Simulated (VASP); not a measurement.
Band structure of Lu (hcp). These are PBE GGA with D4 dispersion, VASP's PBE PAW potentials (set 64) (plane waves; VASP 6.6.1) values and carry that method's errors.

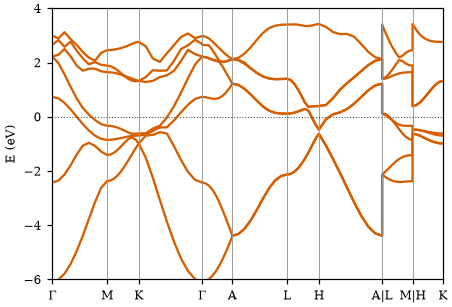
*Bands along high-symmetry lines, zero at the valence-band maximum or, without a gap, the Fermi level*

Q: Read the plot: is there a gap, and where are the band edges?

A: It has no gap at this level: it comes out as a metal or semimetal. (Edges off the drawn lines would not show.)

The compound is Lu in the hcp structure. It was relaxed first.
